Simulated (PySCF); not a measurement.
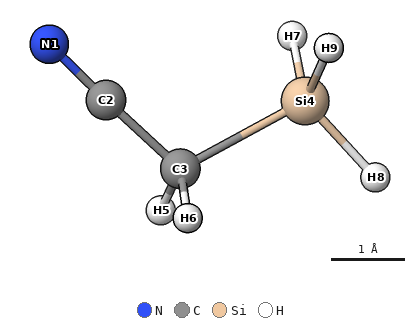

Figure 1. The input geometry (ball-and-stick view, seen at a tilt; atoms are numbered from 1 in the order of the input). Bond lengths as drawn: C–C 1.42 Å, C–H 1.09 Å, C–N 1.12 Å, C–Si 1.97 Å and H–Si 1.45 to 1.47 Å.

Run report: C₂H₅NSi, geometry relaxation

The run: geometry relaxation of C₂H₅NSi, SMILES N#CC[SiH3]. Method and program: PBE0-D3(BJ)/def2-SVP geometry optimisation, gas phase (PySCF 2.14.0).

Output
```
step   0  E = -422.96447273  max force = 0.095432
step   1  E = -422.97113396  max force = 0.009598
step   2  E = -422.97206815  max force = 0.003001
step   3  E = -422.97213055  max force = 0.000390
step   4  E = -422.97213880  max force = 0.000390
optimisation converged
```

Trajectory as extended XYZ (Å, eV, eV/Å), 5 frames, from step=0 to step=4
```
9
Properties=species:S:1:pos:R:3:forces:R:3 step=0 energy=-11509.44954
N    -1.8084    1.7753    0.7764   -2.3185   4.9073   2.0894
C    -1.3607    0.8332    0.3730    1.8046  -3.9654  -1.7343
C    -0.7518   -0.3520   -0.1225    1.4892  -0.0183  -0.1239
Si    1.2133   -0.1587   -0.1133   -1.6749  -0.2902   0.3412
H    -1.0966   -0.5500   -1.1357   -0.0869  -0.1645  -0.4111
H    -1.0367   -1.1819    0.5163   -0.0639  -0.5456   0.2319
H     1.5505    0.9573   -0.9749    0.2609   0.6031  -0.4414
H     1.7278   -1.4159   -0.6355    0.4054  -0.5751  -0.2207
H     1.6203    0.0754    1.2823    0.1839   0.0485   0.2690
9
Properties=species:S:1:pos:R:3:forces:R:3 step=1 energy=-11509.63080
N    -1.4415    1.6829    1.1924    0.2238  -0.4388  -0.1841
C    -1.0015    0.7014    0.7516   -0.1611   0.4935   0.2009
C    -0.4380   -0.5048    0.1865   -0.0542  -0.1657  -0.3180
Si    1.3647   -0.3168   -0.4340    0.0661   0.0305   0.3607
H    -1.0448   -0.8027   -0.6849   -0.1114  -0.0435   0.0479
H    -0.5063   -1.3269    0.9253    0.1217   0.1200  -0.1341
H     1.5172    0.7971   -1.4149   -0.1515  -0.0634  -0.0074
H     1.8271   -1.6070   -1.0274   -0.1265   0.0136  -0.0362
H     2.1780   -0.0250    0.7714    0.1931   0.0538   0.0704
9
Properties=species:S:1:pos:R:3:forces:R:3 step=2 energy=-11509.65622
N    -1.4209    1.6803    1.1873    0.0625  -0.0775  -0.0356
C    -0.9947    0.6997    0.7399   -0.0599   0.0970   0.0720
C    -0.4401   -0.5084    0.1682   -0.0679  -0.0418  -0.1432
Si    1.3675   -0.3124   -0.4063    0.1012   0.0378   0.1543
H    -1.0548   -0.8111   -0.6974    0.0208  -0.0024   0.0293
H    -0.4936   -1.3281    0.9027    0.0088   0.0026   0.0213
H     1.4735    0.7937   -1.3975   -0.0302  -0.0077  -0.0306
H     1.7998   -1.6041   -1.0140   -0.0227  -0.0073  -0.0264
H     2.2181   -0.0113    0.7831   -0.0126  -0.0009  -0.0412
9
Properties=species:S:1:pos:R:3:forces:R:3 step=3 energy=-11509.65792
N    -1.4106    1.6791    1.1904    0.0119   0.0186   0.0101
C    -0.9940    0.6974    0.7387   -0.0171  -0.0201  -0.0025
C    -0.4428   -0.5110    0.1620   -0.0100  -0.0097  -0.0138
Si    1.3698   -0.3096   -0.3979    0.0167   0.0107   0.0188
H    -1.0542   -0.8150   -0.7040    0.0141   0.0055   0.0005
H    -0.4955   -1.3295    0.8982   -0.0055  -0.0033   0.0114
H     1.4622    0.7916   -1.3968   -0.0015  -0.0056  -0.0126
H     1.7968   -1.6019   -1.0097    0.0017   0.0011  -0.0087
H     2.2230   -0.0031    0.7853   -0.0103   0.0028  -0.0033
9
Properties=species:S:1:pos:R:3:forces:R:3 step=4 energy=-11509.65814
N    -1.4047    1.6785    1.1930    0.0038   0.0169   0.0098
C    -0.9940    0.6955    0.7389   -0.0080  -0.0200  -0.0122
C    -0.4441   -0.5129    0.1604    0.0061  -0.0046   0.0150
Si    1.3698   -0.3082   -0.3962   -0.0023   0.0023  -0.0044
H    -1.0528   -0.8163   -0.7072    0.0023   0.0051  -0.0042
H    -0.4980   -1.3314    0.8971   -0.0033  -0.0017  -0.0018
H     1.4589    0.7902   -1.3990    0.0010  -0.0036  -0.0040
H     1.7996   -1.5998   -1.0081    0.0043   0.0019  -0.0004
H     2.2200    0.0026    0.7872   -0.0039   0.0038   0.0024
```

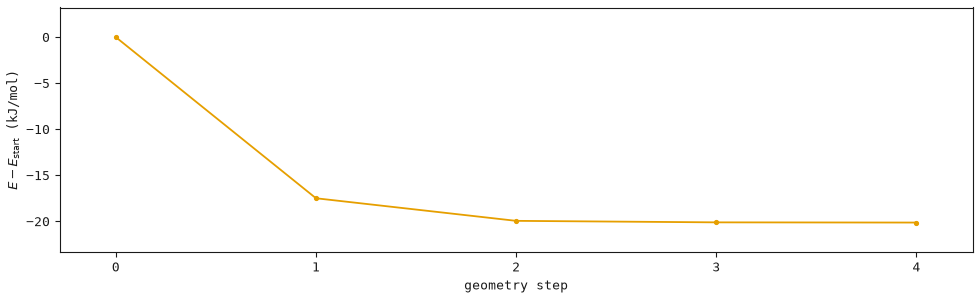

Figure 2. Progress of the relaxation, step by step (steps are counted from 0).

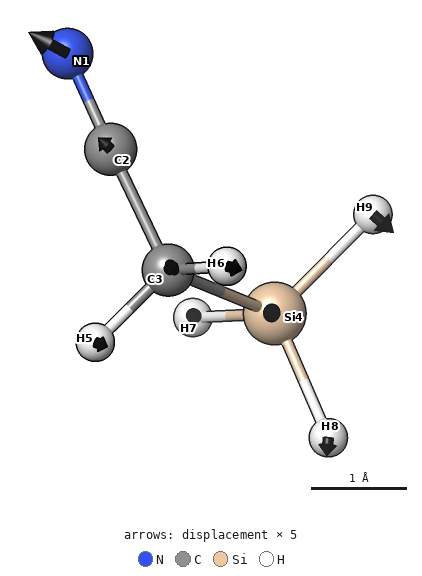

Figure 3. The starting structure with the displacements as black arrows, magnified 5 times (ball-and-stick view, seen at a tilt). The two geometries are laid on each other by the best rigid fit. After 4 geometry steps the energy has fallen by 20.1 kJ/mol. The largest force component goes from 4.9 to 0.02 eV/Å. N1 moves most after the best rigid fit: 0.099 Å. By element the largest moves are N 0.099 Å, H 0.060 Å, Si 0.041 Å, C 0.038 Å. Distances before and after: C3–Si4 1.975 → 1.908 Å, Si4–H7 1.450 → 1.490 Å, N1–C2 1.118 → 1.158 Å, Si4–H8 1.455 → 1.492 Å. Among the angles that change: C2–C3–Si4 110.1° → 112.8°, C3–Si4–H9 107.2° → 109.5°, C3–Si4–H8 105.4° → 107.5°. (Atoms are counted from 1 in the order of the input.)

This output came from the following input.

Input
```
{"job": {"xc": "PBE0", "basis": "def2-SVP", "d3": "d3bj", "grid": 1, "shake": 0.01, "kind": "geom"}, "charge": 0, "multiplicity": 1}
N     -1.808400     1.775350     0.776400
C     -1.360670     0.833180     0.373000
C     -0.751770    -0.351970    -0.122460
Si     1.213310    -0.158650    -0.113290
H     -1.096560    -0.550010    -1.135690
H     -1.036730    -1.181870     0.516310
H      1.550510     0.957310    -0.974870
H      1.727830    -1.415850    -0.635460
H      1.620290     0.075360     1.282330
```

The first line tells a small driver script what to run in PySCF; the rest is the geometry in Å.

Launch command:
```bash
OMP_NUM_THREADS=1 python <driver script> task.json out
```

Results in brief

| quantity | value |
| --- | --- |
| outcome | converged |
| total energy | −422.972139 hartree |
| dipole moment | 3.82 D |
| point group | C1 |
| hardware | 1 CPU thread, shared host |
| wall time | 11 s |
| peak memory | 0.36 GiB |
